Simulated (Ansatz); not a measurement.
# C$_{3}$H$_{11}$NTi (SMILES [CH3][Ti]([CH3])([CH3])[NH2]): what the fields show

```xyz
16

C    -0.8268    0.2242   -1.7714
C     2.0390    0.2726    0.0239
C    -0.6008   -1.6583    0.8937
N    -0.7863    1.5248    1.1431
Ti   -0.0177    0.1710    0.1297
H    -1.9294    0.2159   -1.7487
H    -0.4907    1.1381   -2.2918
H    -0.4742   -0.6585   -2.3343
H     2.4850   -0.5087    0.6645
H     2.3640    0.1059   -1.0184
H     2.4086    1.2591    0.3547
H    -0.2109   -1.7881    1.9180
H    -0.1886   -2.4553    0.2489
H    -1.6995   -1.7541    0.9176
H    -0.3065    2.2936    1.6062
H    -1.7882    1.5949    1.3088
```

Geometry: PBE0-D4/def2-SVP.

The calculation used Ansatz, isolated molecule in a Gaussian basis; Kohn-Sham density functional theory, functional PBE0.

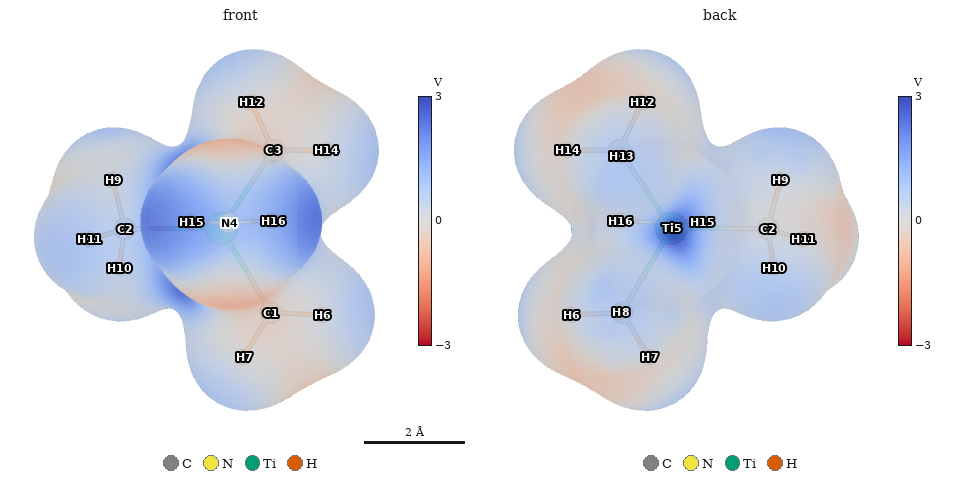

Figure 1. The molecular electrostatic potential painted on the density surface at 0.004 e/bohr³, seen from the front and from behind; red is negative and blue positive.

Question: Describe the electrostatic potential map.

Answer: The most negative region (about −0.9 V) lies over N4, the most positive (about +2.4 V) over Ti5.

Question: What dipole moment does the calculation give?

Answer: Its dipole moment is 1.29 D.

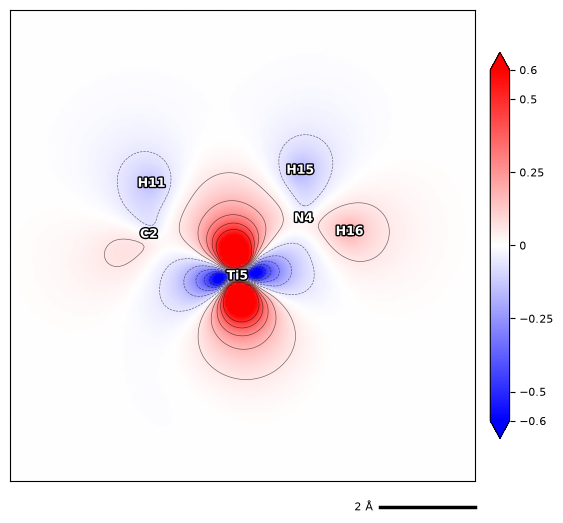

Figure 2. The LUMO on the plane of atoms Ti5, N4 and H16 (values in Å⁻³ᐟ²; the overall sign is arbitrary).

Question: What is the character of this orbital?

Answer: It lies mainly on Ti5 (about 80 %). Its energy is −1.32 eV.

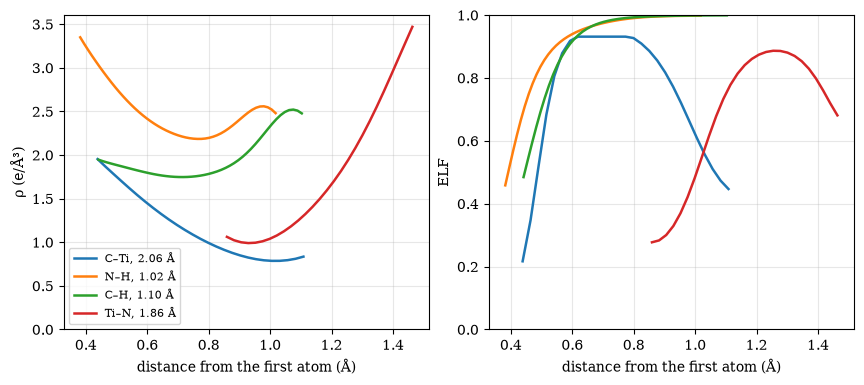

Figure 3. Electron density and electron localisation function along straight lines between neighbouring atoms. The curves leave out the atomic cores.

Question: Compare the contacts.

Answer: C–Ti (2.06 Å): the density is about 0.79 e/Å³ at the midpoint; the ELF peaks at about 0.95 in the valence shell of C, 0.6 Å from its nucleus, and is about 0.55 at the midpoint.
N–H (1.02 Å): the density is about 2.7 e/Å³ at the midpoint; the ELF climbs to about 1 towards the hydrogen, as it does in any bond to H (an ordinary covalent bond to hydrogen).
C–H (1.10 Å): ρ is about 1.8 e/Å³ halfway; the ELF climbs to about 1 towards the hydrogen (an ordinary covalent bond to hydrogen).
Ti–N (1.86 Å): the density is about 0.99 e/Å³ at the midpoint; the ELF peaks at about 0.90 in the valence shell of N, 0.6 Å from its nucleus, and is about 0.35 at the midpoint.
